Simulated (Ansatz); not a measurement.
# How many bands does the GW gap of GeSO (1T monolayer (Janus)) need?, part 2 of 2

Wanted: a G0W0 gap for GeSO (1T monolayer (Janus)) that is converged in bands and cutoff, or an estimate of the limit.

Ansatz 0.2.0; G0W0 on LDA, plane waves, PAW; PAW set soft_1. Known limits of the many-body steps: not at the basis limit; coarse mesh for a sheet; no spin-orbit coupling.

So far. Step 5 (840 empty bands, screening to 135 eV): Against the run with 6×6×1 mesh, 457 empty bands, screening to 90 eV, PAW set soft_1 files, the gap moves by −0.03 eV.

## Step 6: Changing the k mesh: 3×3×1 mesh, 212 empty bands, screening to 54 eV, PAW set soft_1 files

A second mesh at equal bands and cutoff isolates the sampling error. Bands and cutoff differ from the step before, so it is read against an earlier run that matches them.

Input file input.yaml:

```yaml
crystal:
  lattice:
    - [3.1242280959, 0.0, 0.0]
    - [-1.5621140479, 2.7056608982, 0.0]
    - [0.0, 0.0, 27.9]
  atoms:
    - { symbol: Ge, position: [0.0, 0.0, 0.5092491062] }
    - { symbol: O, position: [0.3333333333, 0.6666666667, 0.5417298871] }
    - { symbol: S, position: [0.6666666667, 0.3333333333, 0.4582701129] }
  periodic: [true, true, false]
kpoints:
  mp_grid: { grid: [3, 3, 1] }
hamiltonian:
  xc: lda
  pseudopotentials: { kind: paw, azcp: { folder: soft_1 }, xc_functional: pbe }
scf:
  occupations: { method: fixed }
gw:
  n_empty_bands: 212
  ecut_chi: 54.0
  qp_bands: [v2, c2]
  qp_kpoints: band_edges
  screening: { model: contour_deformation }
```

Launch:

```bash
> ansatz run input.yaml --threads 4 --pin off --max-ram 17510MiB --backend cpu --events-out ev --progress --plain --runs-dir out
```

Numbers of over 12 decimals in the logs are rounded to 6 here.

What it wrote:

```text
[...]
Crystal: 3 atoms, lattice volume = 235.842 Å³
Basis set: ecut = 420 eV, 4569 PW (Γ)
Bands: 17, of which v1, the nominal top of the filled ones, is band 13 counted from 1 (12 counted from 0)
Symmetry: 6 space group operations
[...]
k-points: 3 of 9 (time reversal used)
[...]
0    15     -1.0197    -6.2937    -3.8319   -10.4692  0.5988    -0.5900    -0.6761  root ?
     1    12     -8.0264   -22.3304     4.2597   -18.1138  0.5333    -7.9840    -7.9832  root ?
     1    13     -6.9582   -20.3275     3.0847   -17.3334  0.5264    -6.8709    -6.8676  root ?
     1    14     -4.5285   -12.0285    -4.4167   -16.9490  0.5528    -3.7779    -4.0248  root ?
     1    15     -1.5666    -9.0135    -5.0463   -14.5222  0.5609    -0.9195    -1.1042  root ?
[key lines of the parts left out:]
SCF converged after 12 iterations
Free energy (F): -5639.376569 eV
Fermi energy:    -5.976384 eV
```

It took 12 s on 4 threads of Arm Neoverse V1, shared host; peak memory 1.2 GiB.

This step gave:

| Item | Value |
| --- | --- |
| bands summed | 225 |
| plane waves in the screening matrix | 195 |
| G0W0 gap on the mesh | 0.7107 eV |
| k of the valence top | 0, 0, 0 |
| k of the conduction bottom | 0, 0, 0 |
| starting gap on the mesh | 0.4168 eV |
| least direct G0W0 gap on the computed points | 0.7107 eV |

Against the run with 6×6×1 mesh, 212 empty bands, screening to 54 eV, PAW set soft_1 files, the gap moves by −1.16 eV, while the start moved by −0.04 eV.

## Step 7: Changing the k mesh: 9×9×1 mesh, 212 empty bands, screening to 54 eV, PAW set soft_1 files

input.yaml, as its differences from that of step 6:

```diff
@@ -11,3 +11,3 @@
 kpoints:
-  mp_grid: { grid: [3, 3, 1] }
+  mp_grid: { grid: [9, 9, 1] }
 hamiltonian:
```

What it wrote:

```text
[...]
Crystal: 3 atoms, lattice volume = 235.842 Å³
Basis set: ecut = 420 eV, 4569 PW (Γ)
Bands: 17, of which v1, the nominal top of the filled ones, is band 13 counted from 1 (12 counted from 0)
Symmetry: 6 space group operations
[...]
k-points: 12 of 81 (time reversal used)
[...]
5    13     -6.8635   -18.9818     2.1061   -16.6605  0.6636    -7.0946    -7.0787  root
[...]
11    12     -8.4845   -23.2718     4.5329   -18.4288  0.6265    -8.8417    -8.7946  root ?
    11    13     -7.8348   -20.2534     2.8210   -17.1347  0.6542    -8.1746    -8.1325  root ?
    11    14     -3.7755   -12.9220    -3.4920   -18.0694  0.6638    -2.3137    -2.1200  root ?
    11    15     -0.6155    -9.0071    -4.0380   -14.4114  0.7071     0.6184     0.7508  root ?
[key lines of the parts left out:]
SCF converged after 10 iterations
Free energy (F): -5639.836212 eV
Fermi energy:    -6.086104 eV
```

Run time: 2.2 min. Hardware: 4 threads; peak memory 1.5 GiB; 8.5 min of CPU time.

This step gave:

```
bands summed                                 : 225
plane waves in the screening matrix          : 195
G0W0 gap on the mesh                         : 1.922 eV
k of the valence top                         : 0, 0, 0
k of the conduction bottom                   : 0, 0, 0
starting gap on the mesh                     : 0.4636 eV
least direct G0W0 gap on the computed points : 1.922 eV
```

Against the run with 3×3×1 mesh, 212 empty bands, screening to 54 eV, PAW set soft_1 files, the gap moves by +1.21 eV, while the start moved by +0.05 eV.

## Step 8: The runs together

Times are wall times on 4 threads of Arm Neoverse V1, shared host, good to a factor of about two.

```
 mesh           files            frequency  bands summed  cutoff (eV)  start (eV)  G0W0 (eV)     time  host memory (GiB)
6×6×1  PAW set soft_1  contour deformation            88           27       0.453      1.809     12 s               0.69
6×6×1  PAW set soft_1  contour deformation           225           54       0.453      1.870     43 s                1.5
6×6×1  PAW set soft_1  contour deformation           470           90       0.453      1.917  3.6 min                3.7
6×6×1  PAW set soft_1  contour deformation           853          135       0.453      1.882   15 min                8.3
3×3×1  PAW set soft_1  contour deformation           225           54       0.417      0.711     12 s                1.2
9×9×1  PAW set soft_1  contour deformation           225           54       0.464      1.922  2.2 min                1.5
```

The parts of the quasiparticle energy at the two band edges (eV; QP = start + Σx + Σc − Vxc):

```
      run               edge  start      Σx     Σc     Vxc     Z     QP
 88 bands        valence top  -6.07  -19.17   2.28  -17.06  0.61  -5.91
 88 bands  conduction bottom  -5.62  -11.05  -2.83  -15.40  0.63  -4.10
225 bands        valence top  -6.07  -19.17   2.01  -17.06  0.61  -6.18
225 bands  conduction bottom  -5.62  -11.05  -3.04  -15.40  0.63  -4.31
470 bands        valence top  -6.07  -19.17   1.83  -17.06  0.60  -6.36
470 bands  conduction bottom  -5.62  -11.05  -3.18  -15.40  0.63  -4.44
853 bands        valence top  -6.07  -19.17   1.75  -17.06  0.60  -6.44
853 bands  conduction bottom  -5.62  -11.05  -3.29  -15.40  0.62  -4.56
```

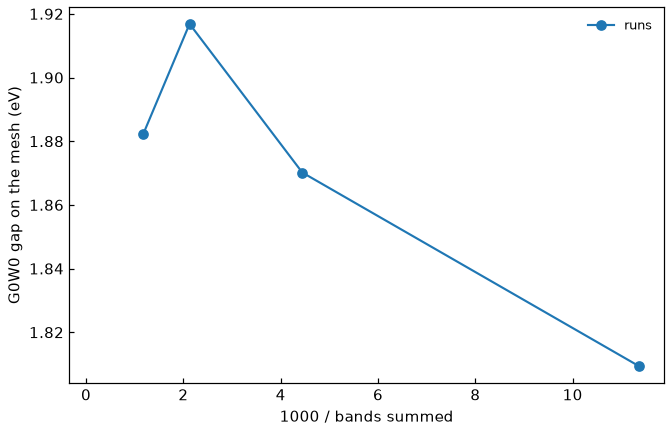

The gap against one over the number of bands.

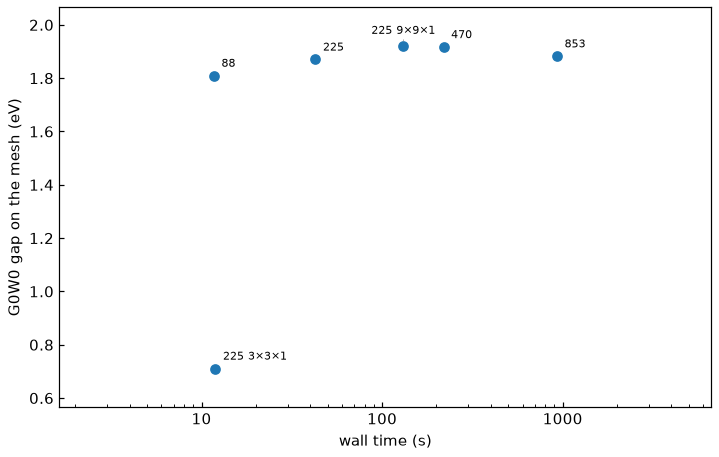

Result against wall time.

## Step 9: Results

```json
{"88 bands, 27 eV": "1.809 eV", "225 bands, 54 eV": "1.870 eV", "470 bands, 90 eV": "1.917 eV", "853 bands, 135 eV": "1.882 eV", "mesh and start": "6×6×1, LDA"}
```

**Reading.** From 88 to 853 bands the gap moves by +0.07 eV while the time grows 79-fold. Σc changes by −0.53 eV at the valence top and −0.46 eV at the conduction bottom, so the levels themselves move more than the gap between them. The gap turns back along the series, so no limit is drawn from it. On the 3×3×1 mesh in place of 6×6×1 the gap differs by −1.16 eV, of which −0.04 eV is already in the start. On the 9×9×1 mesh in place of 6×6×1 the gap differs by +0.05 eV, of which +0.01 eV is already in the start. The mesh in the plane is coarse for a sheet; gap and any exciton binding can still move on denser ones. The many-body steps are scalar-relativistic: spin-orbit coupling is not in them. The program marks a band-edge row as in doubt, so the gap is less sure than its digits.

[Paths, hosts, dates, memory and timing lines, banners, echoed tables and standing remarks are left out of the program output.]

[Logs are printed without paths, hosts, clocks, repeated set-up lines and the standing remarks that a program may print on its own settings, such as how far it seeks lower states.]

[Runs of the session that timed out or met a known fault of the program may be left out.]

[Cells called generated may have been cut or substituted from an entry of the Crystallography Open Database or the Materials Project.]

[Hosts, paths, dates, database ids (printed as entryN), source tags and the programs' standing remarks are cut or masked in the printed files.]
